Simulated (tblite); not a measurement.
**Saddle-point search of C3H12N2Si2**

The run: saddle-point search of C3H12N2Si2. Method and program: GFN2-xTB saddle search (eigenvector following) and harmonic vibrations, gas phase (tblite 0.8.0).

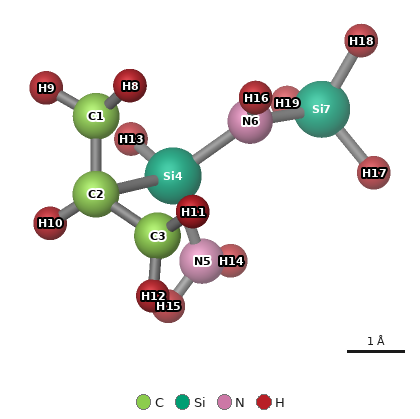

*The input geometry (ball-and-stick view, seen at a tilt; atoms are numbered from 1 in the order of the input).*

Input file:
```
{"job": {"xc": "GFN2-xTB", "basis": "xTB", "kind": "saddle"}, "charge": 0, "multiplicity": 1}
C     -1.953391     0.921797    -0.616736
C     -2.067184    -0.392214    -0.176545
C     -1.557281    -0.832079     1.051758
Si    -0.029018    -0.243456    -0.482702
N      0.727452    -1.788401    -0.214271
N      0.842602     0.980287     0.356662
Si     2.555872     1.097613     0.288615
H     -1.925968     1.708792     0.119104
H     -2.395661     1.196368    -1.557328
H     -2.402326    -1.130651    -0.890693
H     -1.551077    -0.138779     1.874479
H     -1.694856    -1.861387     1.328856
H      0.147369     0.006242    -1.941522
H      1.678550    -1.917550    -0.515146
H      0.203408    -2.639480    -0.333648
H      0.349390     1.619341     0.952005
H      3.215525     0.147848     1.187112
H      2.907516     2.467761     0.657090
H      2.949076     0.797949    -1.087090
```

The first line tells a small driver script what to run in tblite; the rest is the geometry in Å.

Run on 1 CPU thread, shared host.

Command:
```bash
OMP_NUM_THREADS=1 python <driver script> task.json out
```

Output:
```
step      E/eV     max force
  0    -593.37509   0.2305
  1    -593.38418   0.2780
  2    -593.38820   0.2786
  3    -593.39365   0.2528
  4    -593.39256   0.5147
  5    -593.39601   0.0512
  6    -593.39781   0.0695
  7    -593.39865   0.2333
  8    -593.39833   0.0603
  9    -593.39918   0.0875
 10    -593.40008   0.1252
 11    -593.40117   0.1182
 12    -593.40313   0.2236
 13    -593.40229   0.0710
 14    -593.40364   0.0881
 15    -593.40528   0.1593
 16    -593.40423   0.0568
 17    -593.40501   0.0505
 18    -593.40639   0.0804
 19    -593.40848   0.1273
 20    -593.41101   0.1130
 21    -593.41368   0.1037
 22    -593.41919   0.1805
 23    -593.41511   0.0947
 24    -593.41815   0.1059
 25    -593.42148   0.1203
 26    -593.42416   0.1117
 27    -593.42832   0.1349
 28    -593.43267   0.2386
 29    -593.43044   0.1176
 30    -593.43304   0.1350
 31    -593.43536   0.1242
 32    -593.43790   0.1279
 33    -593.44005   0.1233
 34    -593.44253   0.1053
 35    -593.44545   0.1262
 36    -593.44813   0.1078
 37    -593.45112   0.1502
 38    -593.45327   0.1454
 39    -593.45480   0.1020
 40    -593.44666   0.6963
 41    -593.45591   0.0504
 42    -593.45628   0.0461
 43    -593.45635   0.0112
 44    -593.45488   0.2687
 45    -593.45637   0.0153
 46    -593.45639   0.0105
 47    -593.45639   0.0017
lowest wavenumbers (cm-1): -397.4 33.7 69.9 87.0 115.4 183.3
```

Trajectory as extended XYZ (Å, eV, eV/Å), 12 frames, from step=0 to step=47:
```
19
Properties=species:S:1:pos:R:3:forces:R:3 step=0 energy=-593.37509
C    -1.9534    0.9218   -0.6167   -0.1420   0.1780  -0.0360
C    -2.0672   -0.3922   -0.1765   -0.0190  -0.0170   0.0050
C    -1.5573   -0.8321    1.0518    0.1440   0.0520  -0.1150
Si   -0.0290   -0.2435   -0.4827   -0.0190  -0.1140   0.1070
N     0.7275   -1.7884   -0.2143   -0.0360   0.0720  -0.0260
N     0.8426    0.9803    0.3567    0.0130  -0.0190  -0.0050
Si    2.5559    1.0976    0.2886    0.0280  -0.0030  -0.0050
H    -1.9260    1.7088    0.1191    0.0230  -0.0030  -0.0210
H    -2.3957    1.1964   -1.5573    0.0100   0.0030  -0.0480
H    -2.4023   -1.1307   -0.8907    0.0080  -0.0520   0.0120
H    -1.5511   -0.1388    1.8745    0.0430   0.0370   0.0400
H    -1.6949   -1.8614    1.3289    0.0000  -0.0490   0.0100
H     0.1474    0.0062   -1.9415   -0.0400   0.0000   0.0280
H     1.6785   -1.9176   -0.5151    0.0140  -0.0010  -0.0230
H     0.2034   -2.6395   -0.3336    0.0300  -0.0300   0.0210
H     0.3494    1.6193    0.9520   -0.0150  -0.0240   0.0080
H     3.2155    0.1478    1.1871    0.0040  -0.0350   0.0220
H     2.9075    2.4678    0.6571   -0.0370   0.0270   0.0280
H     2.9491    0.7979   -1.0871   -0.0080  -0.0210  -0.0020
19
Properties=species:S:1:pos:R:3:forces:R:3 step=4 energy=-593.39256
C    -2.0022    0.8548   -0.6791   -0.0130  -0.0440   0.0170
C    -2.0392   -0.4226   -0.1166    0.0170   0.0260   0.0270
C    -1.4387   -0.7419    1.1095   -0.0360  -0.0070  -0.0650
Si   -0.0348   -0.1935   -0.5556    0.0270  -0.0220  -0.0120
N     0.6994   -1.7569   -0.3875   -0.0130  -0.3850  -0.1030
N     0.8278    1.0257    0.3025    0.0170   0.0390   0.0070
Si    2.5447    1.0548    0.3918   -0.0050  -0.0110   0.0110
H    -1.9727    1.7104   -0.0252   -0.0020  -0.0220  -0.0180
H    -2.4804    1.0194   -1.6296    0.0160  -0.0110   0.0370
H    -2.3779   -1.2363   -0.7447    0.0100   0.0240   0.0210
H    -1.3999    0.0199    1.8716   -0.0010  -0.0120  -0.0090
H    -1.5373   -1.7479    1.4845    0.0010   0.0380  -0.0150
H     0.1451    0.1109   -2.0041   -0.0020  -0.0060   0.0160
H     1.5825   -1.9380   -0.8524   -0.3470   0.0190   0.1590
H     0.1462   -2.6062   -0.2954    0.3320   0.3890  -0.0580
H     0.3227    1.6212    0.9342    0.0090  -0.0200  -0.0110
H     3.0980    0.0486    1.3055   -0.0070   0.0080  -0.0080
H     2.8950    2.3994    0.8522   -0.0020  -0.0040   0.0000
H     3.0217    0.7782   -0.9618   -0.0010   0.0010   0.0050
19
Properties=species:S:1:pos:R:3:forces:R:3 step=8 energy=-593.39833
C    -2.0010    0.8583   -0.6744   -0.0020  -0.0020  -0.0010
C    -2.0428   -0.4202   -0.1176    0.0010   0.0000   0.0020
C    -1.4428   -0.7470    1.1041    0.0000   0.0020  -0.0030
Si   -0.0378   -0.1924   -0.5579    0.0010   0.0010   0.0010
N     0.7050   -1.7493   -0.3845   -0.0260  -0.0460  -0.0040
N     0.8259    1.0332    0.2913   -0.0030   0.0030  -0.0050
Si    2.5421    1.0490    0.3883    0.0060   0.0000   0.0060
H    -1.9707    1.7104   -0.0171    0.0000  -0.0010  -0.0020
H    -2.4811    1.0278   -1.6219    0.0010  -0.0020   0.0020
H    -2.3837   -1.2294   -0.7488    0.0010   0.0000   0.0020
H    -1.3996    0.0096    1.8707    0.0000  -0.0010  -0.0020
H    -1.5423   -1.7540    1.4729    0.0010   0.0020   0.0000
H     0.1355    0.0995   -2.0082    0.0020   0.0010   0.0010
H     1.5853   -1.9246   -0.8377   -0.0140  -0.0060  -0.0060
H     0.1803   -2.6007   -0.2702    0.0350   0.0490   0.0030
H     0.3217    1.6306    0.9210   -0.0010  -0.0010   0.0030
H     3.0855    0.0333    1.2964   -0.0020   0.0020   0.0000
H     2.8986    2.3883    0.8587   -0.0010  -0.0020   0.0000
H     3.0221    0.7775   -0.9652    0.0010   0.0000   0.0020
19
Properties=species:S:1:pos:R:3:forces:R:3 step=12 energy=-593.40313
C    -2.0023    0.8510   -0.6818    0.0000  -0.0010   0.0000
C    -2.0370   -0.4234   -0.1178    0.0010   0.0000   0.0000
C    -1.4287   -0.7412    1.1032    0.0000   0.0000  -0.0010
Si   -0.0330   -0.1856   -0.5639    0.0080   0.0000   0.0000
N     0.6840   -1.7542   -0.4440   -0.1150  -0.1760   0.0320
N     0.8227    1.0425    0.2936   -0.0010   0.0030   0.0040
Si    2.5386    1.0533    0.3983    0.0000   0.0020   0.0030
H    -1.9721    1.7083   -0.0313    0.0000   0.0000  -0.0010
H    -2.4823    1.0123   -1.6306    0.0010  -0.0010   0.0000
H    -2.3750   -1.2379   -0.7435    0.0010   0.0000   0.0000
H    -1.3898    0.0195    1.8662    0.0010   0.0000  -0.0010
H    -1.5304   -1.7454    1.4800    0.0010   0.0010   0.0000
H     0.1565    0.1143   -2.0088    0.0030   0.0010   0.0010
H     1.5328   -1.9674   -0.9372   -0.0240  -0.0080   0.0010
H     0.2015   -2.5871   -0.1401    0.1240   0.1810  -0.0430
H     0.3171    1.6361    0.9261    0.0020  -0.0030   0.0010
H     3.0737    0.0168    1.2880    0.0000   0.0020   0.0020
H     2.8966    2.3805    0.9003   -0.0010   0.0000   0.0010
H     3.0271    0.8077   -0.9568    0.0000   0.0000   0.0020
19
Properties=species:S:1:pos:R:3:forces:R:3 step=17 energy=-593.40501
C    -2.0050    0.8483   -0.6822    0.0000   0.0000   0.0000
C    -2.0358   -0.4246   -0.1157    0.0000   0.0000  -0.0010
C    -1.4228   -0.7387    1.1044    0.0010   0.0000  -0.0020
Si   -0.0327   -0.1832   -0.5661    0.0030  -0.0010  -0.0010
N     0.6704   -1.7584   -0.4704   -0.0310  -0.0290  -0.0170
N     0.8237    1.0425    0.2953   -0.0010   0.0000   0.0040
Si    2.5392    1.0542    0.4046    0.0000   0.0010   0.0010
H    -1.9737    1.7075   -0.0345    0.0000   0.0000  -0.0010
H    -2.4857    1.0064   -1.6312    0.0010   0.0000  -0.0010
H    -2.3732   -1.2411   -0.7388    0.0010   0.0000  -0.0010
H    -1.3855    0.0237    1.8660    0.0010  -0.0010  -0.0010
H    -1.5234   -1.7420    1.4842    0.0000   0.0000  -0.0010
H     0.1594    0.1251   -2.0086    0.0050   0.0030   0.0010
H     1.5249   -1.9703   -0.9528   -0.0080  -0.0070  -0.0130
H     0.2024   -2.5852   -0.1434    0.0310   0.0310   0.0250
H     0.3182    1.6286    0.9350    0.0000   0.0000   0.0020
H     3.0721    0.0342    1.3152   -0.0010   0.0010   0.0010
H     2.8977    2.3897    0.8838    0.0000   0.0000   0.0020
H     3.0298    0.7832   -0.9446   -0.0010   0.0010   0.0020
19
Properties=species:S:1:pos:R:3:forces:R:3 step=21 energy=-593.41368
C    -2.0008    0.8451   -0.6882    0.0000   0.0000   0.0000
C    -2.0335   -0.4249   -0.1167   -0.0010   0.0000  -0.0020
C    -1.4197   -0.7348    1.1048    0.0010  -0.0010  -0.0020
Si   -0.0292   -0.1839   -0.5655    0.0030   0.0000  -0.0020
N     0.6343   -1.7758   -0.5218   -0.0670  -0.0720  -0.0330
N     0.8235    1.0391    0.3066   -0.0010  -0.0030   0.0090
Si    2.5393    1.0641    0.4061    0.0000   0.0010   0.0020
H    -1.9683    1.7079   -0.0452    0.0000   0.0000  -0.0010
H    -2.4779    0.9993   -1.6396    0.0020   0.0010  -0.0010
H    -2.3693   -1.2439   -0.7370    0.0000   0.0000  -0.0020
H    -1.3852    0.0301    1.8644    0.0000  -0.0010  -0.0010
H    -1.5251   -1.7361    1.4890   -0.0020   0.0000  -0.0020
H     0.1800    0.1290   -2.0032    0.0070   0.0050   0.0020
H     1.4923   -1.9979   -0.9925   -0.0070  -0.0010  -0.0070
H     0.2215   -2.5753   -0.0727    0.0670   0.0720   0.0310
H     0.3175    1.6163    0.9542    0.0010  -0.0010   0.0020
H     3.0810    0.0340    1.3010    0.0000   0.0010   0.0000
H     2.8913    2.3943    0.9038    0.0010  -0.0010   0.0020
H     3.0282    0.8133   -0.9474   -0.0020   0.0000   0.0030
19
Properties=species:S:1:pos:R:3:forces:R:3 step=25 energy=-593.42148
C    -1.9998    0.8396   -0.6935    0.0000   0.0000   0.0000
C    -2.0306   -0.4264   -0.1142   -0.0020   0.0010  -0.0020
C    -1.4122   -0.7287    1.1077    0.0000  -0.0010  -0.0020
Si   -0.0261   -0.1840   -0.5668    0.0020  -0.0030  -0.0030
N     0.6051   -1.7891   -0.5596   -0.0860  -0.0750  -0.0380
N     0.8243    1.0381    0.3107    0.0000  -0.0080   0.0110
Si    2.5398    1.0702    0.4126    0.0010   0.0010   0.0020
H    -1.9655    1.7071   -0.0571    0.0010   0.0000  -0.0010
H    -2.4762    0.9871   -1.6462    0.0030   0.0010  -0.0010
H    -2.3655   -1.2496   -0.7291    0.0000   0.0010  -0.0010
H    -1.3796    0.0403    1.8635   -0.0010  -0.0020  -0.0010
H    -1.5184   -1.7276    1.4984   -0.0040   0.0000  -0.0020
H     0.1937    0.1337   -2.0013    0.0070   0.0040   0.0010
H     1.4602   -2.0176   -1.0322    0.0010   0.0040  -0.0030
H     0.2324   -2.5648   -0.0385    0.0800   0.0790   0.0340
H     0.3166    1.6086    0.9630    0.0000   0.0000   0.0040
H     3.0821    0.0360    1.3029    0.0010  -0.0010   0.0000
H     2.8862    2.3980    0.9204    0.0010  -0.0010   0.0010
H     3.0334    0.8290   -0.9407   -0.0020  -0.0020   0.0020
19
Properties=species:S:1:pos:R:3:forces:R:3 step=29 energy=-593.43044
C    -1.9973    0.8359   -0.7000    0.0000   0.0000   0.0000
C    -2.0297   -0.4264   -0.1144   -0.0040   0.0010  -0.0020
C    -1.4114   -0.7241    1.1095   -0.0020  -0.0010  -0.0020
Si   -0.0234   -0.1864   -0.5652    0.0010  -0.0060  -0.0030
N     0.5653   -1.8084   -0.6038   -0.0830  -0.0620  -0.0230
N     0.8272    1.0282    0.3247   -0.0020  -0.0080   0.0150
Si    2.5430    1.0800    0.4126    0.0000  -0.0010   0.0020
H    -1.9614    1.7079   -0.0700    0.0030  -0.0010   0.0000
H    -2.4693    0.9779   -1.6556    0.0040   0.0030  -0.0010
H    -2.3628   -1.2526   -0.7260   -0.0020   0.0010  -0.0020
H    -1.3820    0.0472    1.8634   -0.0030  -0.0010  -0.0020
H    -1.5213   -1.7213    1.5040   -0.0060   0.0000  -0.0020
H     0.2117    0.1416   -1.9946    0.0050   0.0020   0.0010
H     1.4406   -2.0290   -1.0424    0.0050   0.0080  -0.0120
H     0.2387   -2.5541   -0.0114    0.0820   0.0780   0.0320
H     0.3206    1.5812    0.9934    0.0030  -0.0040  -0.0030
H     3.1003    0.0489    1.2982    0.0010  -0.0020  -0.0010
H     2.8814    2.4093    0.9214    0.0000  -0.0020   0.0010
H     3.0297    0.8441   -0.9438   -0.0020  -0.0020   0.0010
19
Properties=species:S:1:pos:R:3:forces:R:3 step=34 energy=-593.44253
C    -1.9947    0.8463   -0.6921    0.0000   0.0000  -0.0010
C    -2.0378   -0.4190   -0.1132   -0.0010   0.0000  -0.0020
C    -1.4146   -0.7313    1.1045   -0.0040   0.0000  -0.0020
Si   -0.0304   -0.2003   -0.5779   -0.0010   0.0010   0.0010
N     0.5460   -1.8287   -0.6348   -0.0410  -0.0620   0.0410
N     0.8279    1.0049    0.3182   -0.0110   0.0100   0.0190
Si    2.5424    1.0760    0.4180   -0.0010  -0.0020   0.0000
H    -1.9440    1.7143   -0.0574   -0.0020  -0.0010  -0.0010
H    -2.4720    0.9998   -1.6433    0.0030   0.0010  -0.0010
H    -2.3846   -1.2381   -0.7266    0.0000   0.0010  -0.0030
H    -1.3682    0.0348    1.8629   -0.0060  -0.0030  -0.0020
H    -1.5342   -1.7299    1.4929   -0.0050   0.0000  -0.0030
H     0.1931    0.1150   -2.0115    0.0020   0.0000   0.0020
H     1.4368   -2.0213   -1.0578   -0.0090   0.0010  -0.0230
H     0.3138   -2.5211    0.0609    0.0670   0.0800  -0.0140
H     0.3105    1.5947    0.9461    0.0110  -0.0110  -0.0080
H     3.0983    0.0430    1.3027   -0.0020  -0.0050  -0.0010
H     2.8598    2.4049    0.9413    0.0040  -0.0050  -0.0010
H     3.0521    0.8558   -0.9331   -0.0050  -0.0050   0.0010
19
Properties=species:S:1:pos:R:3:forces:R:3 step=38 energy=-593.45327
C    -2.0068    0.8596   -0.6727    0.0010   0.0010  -0.0010
C    -2.0485   -0.4162   -0.1133    0.0000   0.0000   0.0010
C    -1.4179   -0.7485    1.0936   -0.0040  -0.0010  -0.0010
Si   -0.0465   -0.1933   -0.5935    0.0030  -0.0070  -0.0010
N     0.5823   -1.8041   -0.6182   -0.0020  -0.0850   0.0700
N     0.8172    1.0177    0.2885   -0.0170   0.0310   0.0350
Si    2.5305    1.0346    0.4325   -0.0090  -0.0020   0.0030
H    -1.9610    1.7158   -0.0211    0.0000  -0.0020  -0.0010
H    -2.4953    1.0287   -1.6158    0.0010   0.0000   0.0000
H    -2.3993   -1.2253   -0.7375    0.0000   0.0010  -0.0010
H    -1.3583    0.0050    1.8633   -0.0010  -0.0010  -0.0020
H    -1.5295   -1.7549    1.4628    0.0000   0.0020  -0.0020
H     0.1380    0.0847   -2.0400    0.0010  -0.0020   0.0060
H     1.4373   -1.9802   -1.1190   -0.0420  -0.0010   0.0200
H     0.4847   -2.4350    0.1654    0.0440   0.1000  -0.0960
H     0.2978    1.6808    0.8374    0.0330  -0.0360  -0.0310
H     3.0246   -0.0063    1.3443   -0.0040   0.0060  -0.0040
H     2.8797    2.3594    0.9446    0.0000  -0.0040  -0.0010
H     3.0709    0.7775   -0.9013   -0.0030  -0.0010   0.0050
19
Properties=species:S:1:pos:R:3:forces:R:3 step=42 energy=-593.45628
C    -2.0212    0.8659   -0.6509   -0.0010   0.0000  -0.0010
C    -2.0537   -0.4160   -0.1030    0.0010  -0.0010   0.0010
C    -1.4018   -0.7601    1.0883   -0.0010   0.0010  -0.0010
Si   -0.0597   -0.1875   -0.6169    0.0000   0.0000   0.0000
N     0.6008   -1.7859   -0.6343    0.0050  -0.0200   0.0190
N     0.8127    1.0270    0.2513   -0.0150   0.0290   0.0220
Si    2.5188    1.0021    0.4670   -0.0040  -0.0040  -0.0020
H    -1.9705    1.7149    0.0100    0.0000   0.0000   0.0000
H    -2.5285    1.0436   -1.5828    0.0010   0.0000   0.0010
H    -2.4143   -1.2193   -0.7293    0.0000   0.0000   0.0000
H    -1.3243   -0.0145    1.8639    0.0000  -0.0010  -0.0010
H    -1.5011   -1.7715    1.4464    0.0000   0.0000  -0.0010
H     0.0829    0.0718   -2.0713    0.0000   0.0000   0.0020
H     1.4165   -1.9587   -1.1973   -0.0080   0.0000   0.0070
H     0.6102   -2.3633    0.1926    0.0030   0.0200  -0.0280
H     0.2960    1.7520    0.7175    0.0260  -0.0310  -0.0220
H     2.9406   -0.0012    1.4543   -0.0030   0.0070  -0.0070
H     2.8892    2.3418    0.9218    0.0000  -0.0020  -0.0010
H     3.1072    0.6587   -0.8275   -0.0040   0.0020   0.0090
19
Properties=species:S:1:pos:R:3:forces:R:3 step=47 energy=-593.45639
C    -2.0244    0.8672   -0.6442    0.0000   0.0000   0.0000
C    -2.0547   -0.4166   -0.0999    0.0000   0.0000   0.0000
C    -1.3976   -0.7639    1.0873    0.0000   0.0000   0.0000
Si   -0.0628   -0.1864   -0.6218    0.0000   0.0000   0.0000
N     0.6059   -1.7816   -0.6379    0.0000   0.0000   0.0000
N     0.8120    1.0287    0.2430    0.0000   0.0010   0.0010
Si    2.5157    0.9950    0.4749    0.0000   0.0000   0.0000
H    -1.9723    1.7138    0.0197    0.0000   0.0000   0.0000
H    -2.5365    1.0477   -1.5729    0.0000   0.0000   0.0000
H    -2.4179   -1.2181   -0.7271    0.0000   0.0000   0.0000
H    -1.3154   -0.0203    1.8642    0.0000   0.0000   0.0000
H    -1.4939   -1.7765    1.4425    0.0000   0.0000   0.0000
H     0.0691    0.0686   -2.0779    0.0000   0.0000   0.0000
H     1.4179   -1.9516   -1.2067    0.0000   0.0000   0.0000
H     0.6290   -2.3517    0.1929    0.0000   0.0000   0.0000
H     0.2993    1.7747    0.6770    0.0010  -0.0010  -0.0010
H     2.9182   -0.0008    1.4767    0.0000   0.0000   0.0000
H     2.8911    2.3368    0.9191    0.0000   0.0000   0.0000
H     3.1173    0.6350   -0.8087    0.0000   0.0000   0.0000
```

Summary:

| quantity | value |
| --- | --- |
| outcome | converged |
| total energy | −593.4564 eV |
| point group | C1 |
| wall time | 13 s |
| peak memory | 0.21 GiB |
